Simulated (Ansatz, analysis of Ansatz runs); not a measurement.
**Does the charge change how S moves in Y4S3N2 (C2/m)?**

One jump of S in Y4S3N2 (C2/m) at several charges. The case: V_S hop (3.9 Å).

Main program and level: analysis of Ansatz runs 0.2.0; migration barriers of one hop by charge state from climbing-image bands, PBEsol; no image-charge correction, which largely cancels along a path.

### 1. Set-up

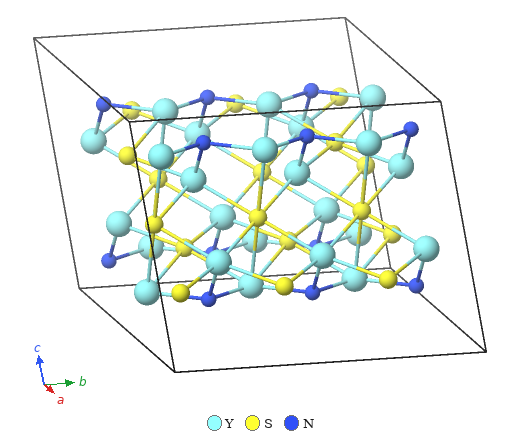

Start, viewed slightly off an axis; yttrium teal, sulfur yellow, nitrogen blue.

The cell holds 53 atoms: 24 Y, 17 S and 12 N. Its edges and angles: a = 12.778 Å, b = 11.374 Å, c = 9.763 Å, α = 90.0°, β = 128.5°, γ = 90.0°. It derives from Y4S3N2 (space group C2/m). Nearest the centre at fractional (0.250, 0.583, 1.000): S46 at 1.93 Å, Y25 at 2.09 Å, Y40 at 2.09 Å, S29 at 3.30 Å, S48 at 3.30 Å, S44 at 3.33 Å, S28 at 3.33 Å, Y42 at 3.40 Å.

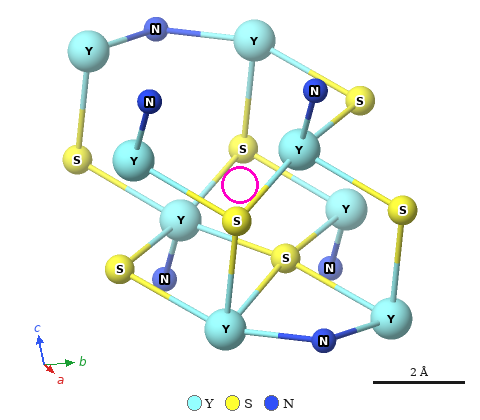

The atoms within 5 Å of the centre. A ring marks the centre wherever it is empty.

Structure file:

```xyz
53
Lattice="12.7781 0.0000 -0.0248 0.0000 11.3745 0.0000 -6.0606 0.0000 7.6537" Properties=species:S:1:pos:R:3 pbc="T T T"
Y    -0.6153    1.8957    4.9602
Y     5.7738    0.0000    4.9478
Y     0.9438    0.0000    2.6811
Y     7.3328    1.8957    2.6687
Y     4.6955    0.0000    1.0893
Y    11.0845    1.8957    1.0769
Y    -4.3670    1.8957    6.5520
Y     2.0220    0.0000    6.5396
S     0.0000    0.0000    0.0000
S     6.3891    1.8957   -0.0124
S    -2.5264    0.0000    5.9982
S     3.8626    1.8957    5.9858
S     2.8549    1.8957    1.6431
S     9.2440    0.0000    1.6307
N    -0.3467    1.8957    2.7567
N     6.0423    0.0000    2.7443
N     0.6752    0.0000    4.8846
N     7.0643    1.8957    4.8722
Y    -0.6153    5.6872    4.9602
Y     5.7738    3.7915    4.9478
Y     0.9438    3.7915    2.6811
Y     7.3328    5.6872    2.6687
Y     4.6955    3.7915    1.0893
Y    11.0845    5.6872    1.0769
Y    -4.3670    5.6872    6.5520
Y     2.0220    3.7915    6.5396
S     0.0000    3.7915    0.0000
S     6.3891    5.6872   -0.0124
S    -2.5264    3.7915    5.9982
S     3.8626    5.6872    5.9858
S     9.2440    3.7915    1.6307
N    -0.3467    5.6872    2.7567
N     6.0423    3.7915    2.7443
N     0.6752    3.7915    4.8846
N     7.0643    5.6872    4.8722
Y    -0.6153    9.4787    4.9602
Y     5.7738    7.5830    4.9478
Y     0.9438    7.5830    2.6811
Y     7.3328    9.4787    2.6687
Y     4.6955    7.5830    1.0893
Y    11.0845    9.4787    1.0769
Y    -4.3670    9.4787    6.5520
Y     2.0220    7.5830    6.5396
S     0.0000    7.5830    0.0000
S     6.3891    9.4787   -0.0124
S    -2.5264    7.5830    5.9982
S     3.8626    9.4787    5.9858
S     2.8549    9.4787    1.6431
S     9.2440    7.5830    1.6307
N    -0.3467    9.4787    2.7567
N     6.0423    7.5830    2.7443
N     0.6752    7.5830    4.8846
N     7.0643    9.4787    4.8722
```

The cell's shortest repeat is 9.8 Å.

### 2. The bands

Climbing-image bands with Ansatz at one point at (¼, ¼, ¼), on 1 × NVIDIA GB200 with 32 threads of Arm Neoverse V2, shared host:

```tsv
charge	moment (μB)	images	iterations	energies along the band (eV)	time
+2	0	5	8	0.00, 0.35, 1.11, 1.55, 1.10, 0.35, 0.00	13 s
0	0	5	9	0.00, 0.58, 1.76, 2.30, 1.76, 0.58, 0.00	16 s
```

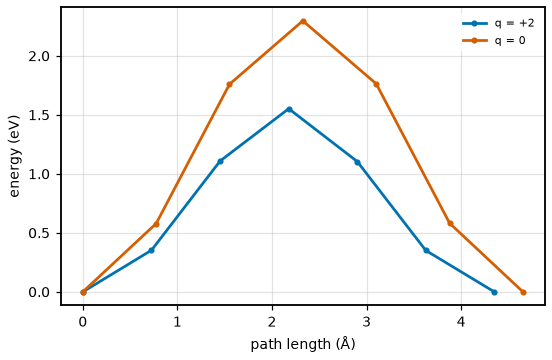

Energy along the path, by charge.

### 3. Barriers and rates

Arrhenius rates with an assumed prefactor of 1e13 per second. Table of hop rate by temperature:

```tsv
temperature (K)	charge +2 (1/s)	charge +0 (1/s)
200	7.7e-27	1.3e-45
300	8.4e-14	2.6e-26
400	2.8e-7	1.1e-16
600	0.915	5.1e-7
800	1663	0.0338
1000	1.5e5	26.5
```

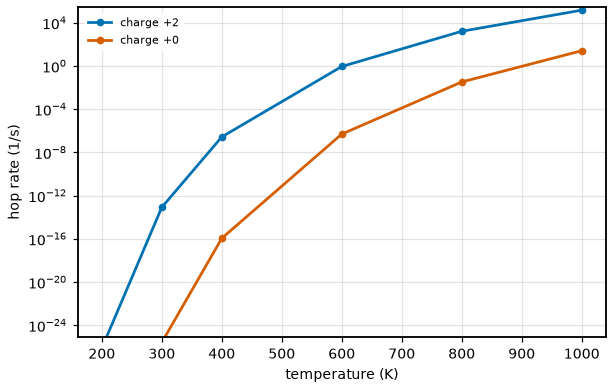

Hop rate, plotted against temperature.

### 4. Results

* barrier at charge plus 2: 1.55 eV
* barrier at charge 0: 2.30 eV

What this shows: The barrier is lowest at charge +2 (1.55 eV) and highest at 0 (2.30 eV). No image-charge correction is applied. The order of the top as a saddle was not checked for all atoms, so a bent path could be lower. Keep in mind: one k-point off the zone centre stands for the whole zone.

[Logs are printed without paths, hosts, clocks, repeated set-up lines and the standing remarks that a program may print on its own settings, such as how far it seeks lower states.]

[Hosts, paths, dates, database ids (printed as entryN), source tags and the programs' standing remarks are cut or masked in the printed files.]
